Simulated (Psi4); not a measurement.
**Single-point calculation of ZrO**

The run: single-point calculation of ZrO. Method and program: CCSD/def2-TZVP, RHF, core potentials def2 (Psi4 1.11).

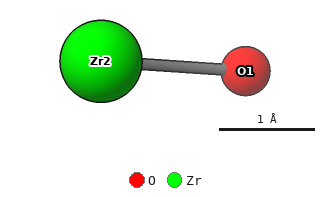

**Figure 1.** The structure (ball-and-stick view, seen at an oblique angle; atoms are numbered from 1 in the order of the input). Sticks mark near contacts. Bond lengths as drawn: O–Zr 1.71 Å.

Summary:

| quantity | value |
| --- | --- |
| outcome | converged |
| total energy | −121.918246 hartree |
| SCF energy | −121.387691 hartree |
| MP2 energy | −121.941613 hartree |
| CCSD energy | −121.918246 hartree |
| correlation energy | −0.530555 hartree |
| basis functions | 71 |
| T1 diagnostic | 0.026 |
| HOMO of the SCF reference | −6.73 eV |
| LUMO of the SCF reference | 0.32 eV |
| hardware | 1 thread of Intel Xeon (Granite Rapids), 128 GiB of memory available, shared host |
| wall time | 9.9 s |
| peak memory | 0.42 GiB |

Remarks:

The record of the run, not the program, notes: large T1.

Input file (job.py):
```python
import psi4

psi4.set_memory('1600 MB')
psi4.set_num_threads(1)
psi4.set_output_file('run.log', False)

m = psi4.geometry("""
O      0.000000     0.000000     0.000000
Zr     0.000000     0.000000     1.711600
symmetry c1
""")

psi4.set_options({
    'basis': 'def2-TZVP',
    'scf_type': 'pk',
    'num_frozen_docc': 1,
})

energy_value, wavefunction = psi4.energy("ccsd", return_wfn=True)
print('E =', round(energy_value, 9))
```

Launched with:
```bash
python job.py
```

Log:
```
h
    h
    h

    -----------------------------------------------------------------------

    Memory:     1.5 GiB
    Threads:    1
                ecpint, einsums, f̶o̶r̶t̶e̶, gauxc, gcp, g̶d̶m̶a̶, geometric, g̶p̶u̶_̶d̶f̶c̶c̶,
                i̶n̶t̶e̶g̶r̶a̶t̶o̶r̶x̶x̶, i̶p̶i̶, libefp, m̶d̶i̶, m̶p̶2̶d̶, m̶r̶c̶c̶, ooo,
                o̶p̶e̶n̶f̶e̶r̶m̶i̶o̶n̶p̶s̶i̶4̶, pcmsolver, p̶s̶i̶4̶f̶o̶c̶k̶c̶i̶, p̶s̶i̶x̶a̶s̶,
                p̶y̶e̶i̶n̶s̶u̶m̶s̶, r̶e̶s̶p̶, s̶i̶m̶i̶n̶t̶, s̶n̶s̶m̶p̶2̶,
                v̶2̶r̶d̶m̶_̶c̶a̶s̶s̶c̶f̶

   => Loading Basis Set <=

    Name: DEF2-TZVP
    Role: ORBITAL
    Keyword: BASIS

    !!!  WARNING: ECP capability is in beta. Please check occupations closely.  !!!

         ---------------------------------------------------------
                                   SCF
                              RHF Reference
                        1 Threads,   1525 MiB Core
         ---------------------------------------------------------

  ==> Geometry <==

    Molecular point group: c1
    Full point group: C_inf_v

    Geometry (in Angstrom), charge = 0, multiplicity = 1:

       Center              X                  Y                   Z               Mass
    ------------   -----------------  -----------------  -----------------  -----------------
         O            0.000000000000     0.000000000000    -1.453082567658    15.994914619570
         ZR           0.000000000000     0.000000000000     0.258517432342    89.904697700000

  Running in c1 symmetry.

  Rotational constants: A = ************  B =      0.42376  C =      0.42376 [cm^-1]
  Rotational constants: A = ************  B =  12704.06487  C =  12704.06487 [MHz]
  Nuclear repulsion =   29.680423127085774

  Charge       = 0
  Multiplicity = 1
  Electrons    = 20
  Nalpha       = 10
  Nbeta        = 10

  ==> Algorithm <==

  SCF Algorithm Type is PK.
  DIIS enabled.
  MOM disabled.
  Fractional occupation disabled.
  Guess Type is SAD.
  Energy threshold   = 1.00e-08
  Density threshold  = 1.00e-08
  Integral threshold = 1.00e-12

  ==> Primary Basis <==

  Basis Set: DEF2-TZVP
    Blend: DEF2-TZVP
    Number of shells: 25
    Number of basis functions: 71
    Number of Cartesian functions: 82
    Spherical Harmonics?: true
    Max angular momentum: 3

  Core potential: DEF2-TZVP
    Number of shells: 4
    Number of ECP primitives: 14
    Number of ECP core electrons: 28
    Max angular momentum: 3

  ==> Integral Setup <==

  Using in-core PK algorithm.
   Calculation information:
      Number of atoms:                   2
      Number of AO shells:              25
      Number of primitives:             40
      Number of atomic orbitals:        82
      Number of basis functions:        71

      Integral cutoff                 1.00e-12
      Number of threads:                 1

  Performing in-core PK
  Using 6535692 doubles for integral storage.
  We computed 51975 shell quartets total.
  Whereas there are 52975 unique shell quartets.

  ==> DiskJK: Disk-Based J/K Matrices <==

    J tasked:                  Yes
    K tasked:                  Yes
    wK tasked:                  No
    Memory [MiB]:             1144
    Schwarz Cutoff:          1E-12

  Minimum eigenvalue in the overlap matrix is 4.1557503082E-03.
  Reciprocal condition number of the overlap matrix is 9.4261068410E-04.
    Using symmetric orthogonalization.

  ==> Pre-Iterations <==

  SCF Guess: Superposition of Atomic Densities via on-the-fly atomic UHF (no occupation information).

   -------------------------
    Irrep   Nso     Nmo
   -------------------------
     A         71      71
   -------------------------
    Total      71      71
   -------------------------

  ==> Iterations <==

                        Total Energy        Delta E     RMS |[F,P]|

   @RHF iter SAD:  -120.67864817081026   -1.20679e+02   0.00000e+00
   @RHF iter   1:  -121.04551253594042   -3.66864e-01   1.19073e-02 DIIS/ADIIS
   @RHF iter   2:  -120.32783945236883    7.17673e-01   2.25090e-02 DIIS/ADIIS
   @RHF iter   3:  -121.38405264278695   -1.05621e+00   1.14598e-03 DIIS/ADIIS
   @RHF iter   4:  -121.38716169410142   -3.10905e-03   3.18039e-04 DIIS/ADIIS
   @RHF iter   5:  -121.38760651839871   -4.44824e-04   6.57090e-05 DIIS
   @RHF iter   6:  -121.38766445934583   -5.79409e-05   3.02331e-05 DIIS
   @RHF iter   7:  -121.38768027171177   -1.58124e-05   1.36126e-05 DIIS
   @RHF iter   8:  -121.38768502175270   -4.75004e-06   9.35946e-06 DIIS
   @RHF iter   9:  -121.38768894753144   -3.92578e-06   4.67262e-06 DIIS
   @RHF iter  10:  -121.38769013240997   -1.18488e-06   2.55759e-06 DIIS
   @RHF iter  11:  -121.38769052953946   -3.97129e-07   1.19520e-06 DIIS
   @RHF iter  12:  -121.38769060190150   -7.23620e-08   5.60618e-07 DIIS
   @RHF iter  13:  -121.38769061359014   -1.16886e-08   2.56378e-07 DIIS
   @RHF iter  14:  -121.38769061551993   -1.92979e-09   8.62133e-08 DIIS
   @RHF iter  15:  -121.38769061563050   -1.10575e-10   3.34112e-08 DIIS
   @RHF iter  16:  -121.38769061564824   -1.77351e-11   1.46862e-08 DIIS
   @RHF iter  17:  -121.38769061565220   -3.96483e-12   4.30856e-09 DIIS
  Energy and wave function converged.

  ==> Post-Iterations <==

    Orbital Energies [Eh]
    ---------------------

    Doubly Occupied:

       1A    -20.551543     2A     -2.629372     3A     -1.657848
       4A     -1.593495     5A     -1.593495     6A     -1.164256
       7A     -0.504951     8A     -0.494735     9A     -0.494735
      10A     -0.247409

    Virtual:

      11A      0.011798    12A      0.011798    13A      0.029442
      14A      0.029442    15A      0.037196    16A      0.103738
      17A      0.112391    18A      0.112391    19A      0.139262
      20A      0.201507    21A      0.201508    22A      0.233254
      23A      0.233254    24A      0.236056    25A      0.236056
      26A      0.254657    27A      0.356515    28A      0.676339
      29A      0.750540    30A      0.750540    31A      0.927481
      32A      0.954175    33A      0.972787    34A      0.972787
      35A      0.979977    36A      0.979977    37A      1.025234
      38A      1.025234    39A      1.042315    40A      1.042315
      41A      1.088451    42A      1.088451    43A      1.144628
      44A      1.155609    45A      1.155609    46A      1.234515
      47A      1.835671    48A      1.835671    49A      1.853557
      50A      2.227446    51A      2.227446    52A      2.459209
      53A      3.128605    54A      3.128605    55A      3.354703
      56A      3.820749    57A      5.583190    58A      5.583190
      59A      5.593412    60A      5.593412    61A      5.637605
      62A      5.637605    63A      5.661331    64A      6.772420
      65A      6.772420    66A      7.021407    67A      7.021407
      68A      7.239917    69A     20.339485    70A     44.943788
      71A     72.625243

    Final Occupation by Irrep:
              A
    DOCC [    10 ]
    NA   [    10 ]
    NB   [    10 ]

  @RHF Final Energy:  -121.38769061565220

   => Energetics <=

    Nuclear Repulsion Energy =             29.6804231270857741
    One-Electron Energy =                -240.2725512291239625
    Two-Electron Energy =                  89.2044374863859986
    Total Energy =                       -121.3876906156522040

Computation Completed

Properties will be evaluated at   0.000000,   0.000000,   0.000000 [a0]

Properties computed using the SCF density matrix

 Multipole Moments:

 ------------------------------------------------------------------------------------
     Multipole            Electronic (a.u.)      Nuclear  (a.u.)        Total (a.u.)
 ------------------------------------------------------------------------------------

 L = 1.  Multiply by 2.5417464519 to convert [e a0] to [Debye]
 Dipole X            :          0.0000001            0.0000000            0.0000001
 Dipole Y            :          0.0000001            0.0000000            0.0000001
 Dipole Z            :         17.2900598          -16.1050990            1.1849608
 Magnitude           :                                                    1.1849608

 ------------------------------------------------------------------------------------

	total time  =          2 seconds =       0.03 minutes
 MINTS: Wrapper to libmints.

   Calculation information:
      Number of threads:                 1
      Number of atoms:                   2
      Number of AO shells:              25
      Number of SO shells:              25
      Number of primitives:             40
      Number of atomic orbitals:        82
      Number of basis functions:        71

      Number of irreps:                  1
      Integral cutoff                 1.00e-12
      Number of functions per irrep: [  71 ]

 OEINTS: Overlap, kinetic, potential, dipole, and quadrupole integrals
         stored in file 35.

      Computing two-electron integrals...done
      Computed 650984 non-zero two-electron integrals.
        Stored in file 33.

	Wfn Parameters:
	--------------------
	Wavefunction         = CCSD
	Number of irreps     = 1
	Number of MOs        = 71
	Number of active MOs = 70
	AO-Basis             = NONE
	Semicanonical        = false
	Reference            = RHF
	Print Level          = 1

	IRREP	# MOs	# FZDC	# DOCC	# SOCC	# VIRT	# FZVR
	-----	-----	------	------	------	------	------
	 A	   71	    1	    9	    0	    61	    0
	Transforming integrals...
	IWL integrals will be deleted.
	(OO|OO)...
	Presorting SO-basis two-electron integrals.
	Sorting File: SO Ints (nn|nn) nbuckets = 1
	Constructing frozen core operators
	Starting first half-transformation.
	Sorting half-transformed integrals.
	First half integral transformation complete.
	Starting second half-transformation.
	Two-electron integral transformation complete.
	(OO|OV)...
	Starting second half-transformation.
	Two-electron integral transformation complete.
	(OO|VV)...
	Starting second half-transformation.
	Two-electron integral transformation complete.
	(OV|OO)...
	Starting first half-transformation.
	Sorting half-transformed integrals.
	First half integral transformation complete.
	Starting second half-transformation.
	Two-electron integral transformation complete.
	(OV|OV)...
	Starting second half-transformation.
	Two-electron integral transformation complete.
	(OV|VV)...
	Starting second half-transformation.
	Two-electron integral transformation complete.
	(VV|OO)...
	Starting first half-transformation.
	Sorting half-transformed integrals.
	First half integral transformation complete.
	Starting second half-transformation.
	Two-electron integral transformation complete.
	(VV|OV)...
	Starting second half-transformation.
	Two-electron integral transformation complete.
	(VV|VV)...
	Starting second half-transformation.
	Two-electron integral transformation complete.
	Frozen core energy     =    -66.52670198552757

	Size of irrep 0 of <ab|cd> integrals:     13.846 (MW) /    110.767 (MB)
	Total:                                    13.846 (MW) /    110.767 (MB)

	Size of irrep 0 of <ia|bc> integrals:      2.043 (MW) /     16.343 (MB)
	Total:                                     2.043 (MW) /     16.343 (MB)

	Size of irrep 0 of tijab amplitudes:       0.301 (MW) /      2.411 (MB)
	Total:                                     0.301 (MW) /      2.411 (MB)

	Nuclear Rep. energy          =     29.68042312708577
	SCF energy                   =   -121.38769061565220
	One-electron energy          =   -148.32223456855041
	Two-electron energy          =     63.78082281133978
	Reference energy             =   -121.38769061565242

	total time  =          1 seconds =       0.02 minutes
            **************************
            *                        *
            *        CCENERGY        *
            *                        *
            **************************

    Nuclear Rep. energy (wfn)     =   29.680423127085774
    SCF energy          (wfn)     = -121.387690615652204
    Reference energy    (file100) = -121.387690615652417

    Input parameters:
    -----------------
    Wave function   =     CCSD
    Reference wfn   =     RHF
    Brueckner       =     No
    Memory (Mbytes) =     1600.0
    Maxiter         =     50
    R_Convergence   =     1.0e-07
    E_Convergence   =     1.0e-06
    Restart         =     Yes
    DIIS            =     Yes
    AO Basis        =     NONE
    ABCD            =     NEW
    Cache Level     =     2
    Cache Type      =     LOW
    Print Level     =     1
    Num. of threads =     1
    # Amps to Print =     10
    Print MP2 Amps? =     No
    Analyze T2 Amps =     No
    Print Pair Ener =     No
    Local CC        =     No
    SCS-MP2         =     False
    SCSN-MP2        =     False
    SCS-CCSD        =     False

MP2 correlation energy -0.5539227630547177
                Solving CC Amplitude Equations
                ------------------------------
  Iter             Energy              RMS        T1Diag      D1Diag    New D1Diag    D2Diag
  ----     ---------------------    ---------   ----------  ----------  ----------   --------
     0        -0.553922763054718    0.000e+00    0.000000    0.000000    0.000000    0.192231
     1        -0.496038383965263    1.529e-01    0.027484    0.065746    0.065746    0.218490
     2        -0.523825223495723    1.082e-01    0.019461    0.044924    0.044924    0.233093
     3        -0.531311575985254    2.865e-02    0.023874    0.055270    0.055270    0.251776
     4        -0.530507336570300    1.046e-02    0.025744    0.061162    0.061162    0.260868
     5        -0.530472332793906    4.382e-03    0.026111    0.062964    0.062964    0.262681
     6        -0.530587959921284    2.335e-03    0.026331    0.063943    0.063943    0.263690
     7        -0.530541696025326    1.088e-03    0.026383    0.064384    0.064384    0.263770
     8        -0.530544779811917    4.446e-04    0.026393    0.064540    0.064540    0.263756
     9        -0.530560799970252    1.740e-04    0.026398    0.064604    0.064604    0.263774
    10        -0.530555503348224    6.972e-05    0.026398    0.064625    0.064625    0.263774
    11        -0.530554577857667    2.928e-05    0.026396    0.064632    0.064632    0.263773
    12        -0.530556001435399    8.950e-06    0.026396    0.064634    0.064634    0.263774
    13        -0.530555302876611    4.244e-06    0.026396    0.064635    0.064635    0.263774
    14        -0.530555523616224    1.965e-06    0.026396    0.064636    0.064636    0.263774
    15        -0.530555512508226    1.015e-06    0.026396    0.064636    0.064636    0.263774
    16        -0.530555469714261    4.474e-07    0.026395    0.064636    0.064636    0.263774
    17        -0.530555484292584    1.993e-07    0.026395    0.064636    0.064636    0.263774
    18        -0.530555480008801    1.053e-07    0.026395    0.064636    0.064636    0.263774
    19        -0.530555479006752    5.115e-08    0.026395    0.064636    0.064636    0.263774

    Iterations converged.

    Largest TIA Amplitudes:
              6   6        -0.0436619763
              7   7        -0.0436619622
              8   4         0.0435142184
              5   4        -0.0369095017
              7   1        -0.0244461306
              6   0        -0.0244461281
              5   8         0.0234615913
              8   5        -0.0216567997
              6   9        -0.0173643805
              7  10        -0.0173643708

    Largest TIjAb Amplitudes:
      8   8   1   1        -0.1079389577
      8   8   0   0        -0.1079389413
      8   8   2   2        -0.0886910791
      8   8   3   3        -0.0886910780
      8   8   4   4        -0.0581445583
      8   8   1  10         0.0457605447
      8   8  10   1         0.0457605447
      8   8   0   9         0.0457605373
      8   8   9   0         0.0457605373
      7   7   7   7        -0.0411008118

    SCF energy       (wfn)                    = -121.387690615652204
    Reference energy (file100)                = -121.387690615652417

    Opposite-spin MP2 correlation energy      =   -0.391120978018813
    Same-spin MP2 correlation energy          =   -0.162801785035905
    Singles MP2 correlation energy            =   -0.000000000000000
    MP2 correlation energy                    =   -0.553922763054718
      * MP2 total energy                      = -121.941613378707132

    Opposite-spin CCSD correlation energy     =   -0.395043270070019
    Same-spin CCSD correlation energy         =   -0.135512208936732
    Singles CCSD correlation energy           =    0.000000000000000
    CCSD correlation energy                   =   -0.530555479006752
      * CCSD total energy                     = -121.918246094659168
```

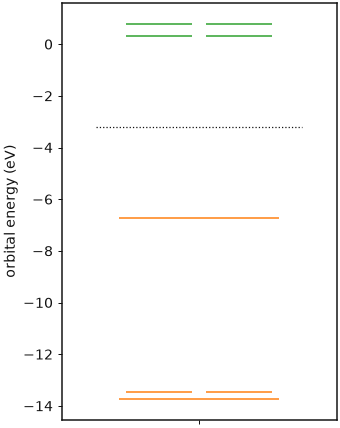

**Figure 2.** Orbital energies near the frontier (SCF reference); the dotted line parts filled from empty levels, and levels within 0.02 eV of each other stand side by side. Highest filled −6.73 eV, lowest empty 0.32 eV, 7.05 eV apart.
